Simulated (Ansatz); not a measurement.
**C3H6F4Si: density, localisation and related maps**

Input file:

```
basis:
  gaussian: {orbitals: def2-SVPD}
crystal:
  periodic: [false, false, false]
  atoms:
    - {symbol: C, position_ang: [0.597529, 0.223834, -1.733269]}
    - {symbol: C, position_ang: [-0.367634, 1.911198, 0.723737]}
    - {symbol: C, position_ang: [-1.456686, 0.892512, 0.934524]}
    - {symbol: F, position_ang: [-0.534972, 2.831898, -1.964319]}
    - {symbol: F, position_ang: [-0.965994, -0.365165, 0.907980]}
    - {symbol: F, position_ang: [-2.401346, 0.965794, -0.025932]}
    - {symbol: F, position_ang: [-2.080702, 1.044674, 2.114920]}
    - {symbol: Si, position_ang: [0.421133, 1.924649, -0.999683]}
    - {symbol: H, position_ang: [-0.387649, -0.255610, -1.838750]}
    - {symbol: H, position_ang: [1.216964, -0.414623, -1.083004]}
    - {symbol: H, position_ang: [1.071840, 0.273653, -2.725888]}
    - {symbol: H, position_ang: [1.720270, 2.639237, -0.885959]}
    - {symbol: H, position_ang: [0.410165, 1.737118, 1.484306]}
    - {symbol: H, position_ang: [-0.790053, 2.910709, 0.914404]}
hamiltonian: {xc: pbe0}
output: {forces: true, orbitals: {seedname: orbitals}}
```

Command:

```sh
ansatz run input.yaml --threads 2 --pin off --max-ram 5220MiB --events-out events.jsonl --progress --plain --runs-dir runs
```

Geometry: B3LYP-D3(BJ)/def2-SVP.

These are results of Ansatz 0.2.0, isolated molecule in a Gaussian basis; Kohn-Sham density functional theory, functional PBE0, not measurements.

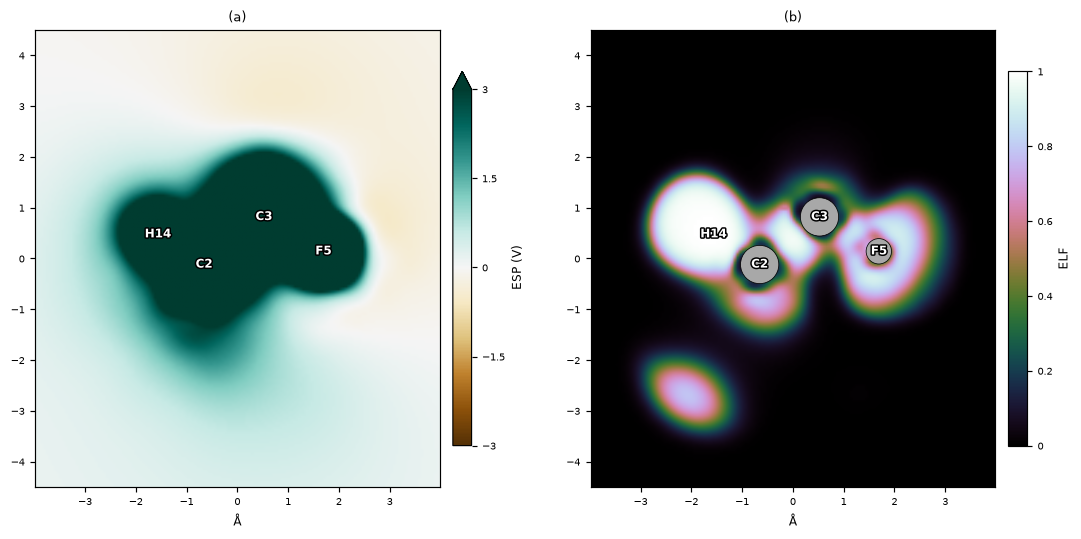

Figure 1. (a) molecular electrostatic potential; (b) ELF on the plane of atoms C2, C3 and F5. Grey discs cover the atomic cores in the ELF map.

Describe what can be read from this map.

Answer.
- The plane passes through C, F and H nuclei.
- C–F (1.35 Å): the ELF peaks at about 0.85 between the atoms, as expected for a polar covalent bond.
- C–C (1.51 Å): the ELF peaks at about 1 between the atoms (a shared electron pair).
- C–H (1.10 Å): the ELF climbs to about 1 towards the hydrogen, as it does in any bond to H (an ordinary covalent bond to hydrogen).
- The ELF also peaks beside F5, away from the bonds: lone-pair regions.
- Outside the dense part of the molecule the potential is most negative (−0.5 V) near F5.

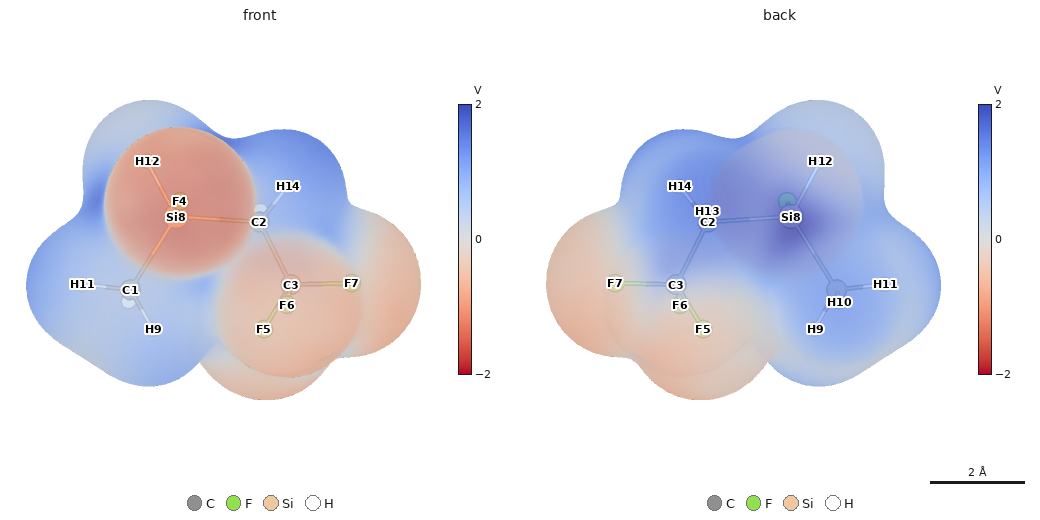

Figure 2. The electrostatic potential painted on the density surface at 0.002 e/bohr³, seen from the front and from behind; the colour scale runs from red (negative) to blue (positive).

Where is the surface potential most negative and most positive?

Answer. The most negative region (about −1.1 V) lies over F4, the most positive (about +1.7 V) over Si8.

How polar is the molecule by this calculation?

Answer. Its dipole moment is 2.50 D.

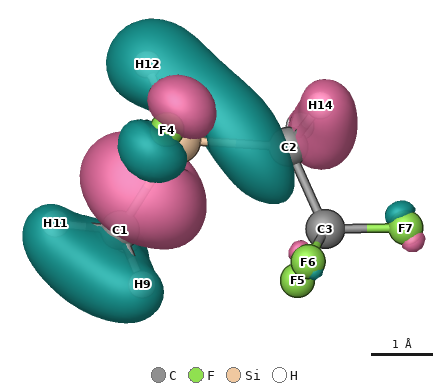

Figure 3. The HOMO at ±0.1 Å⁻³ᐟ² (teal and pink are the two phases), seen at a tilt.

Describe this orbital and give its energy.

Answer. It lies mainly on C1 (about 35 %), Si8 (about 25 %), C2 (about 10 %), F4 (about 10 %) and H12 (about 5 %). Its energy is −9.45 eV.
